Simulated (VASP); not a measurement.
Band structure of Lu (hcp). Computed with PBE GGA, VASP's PBE PAW potentials (set 64) (plane waves; VASP).

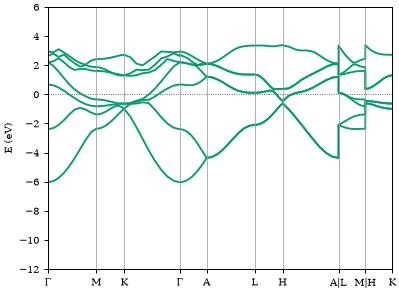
*Bands along high-symmetry lines, zero at the valence-band maximum or, without a gap, the Fermi level*

Task: Read the plot: is there a gap, and where are the band edges?

Result: It has no gap at this level: it comes out as a metal or semimetal. (Edges off the drawn lines would not show.)

The compound is Lu in the hcp structure. It was relaxed first.
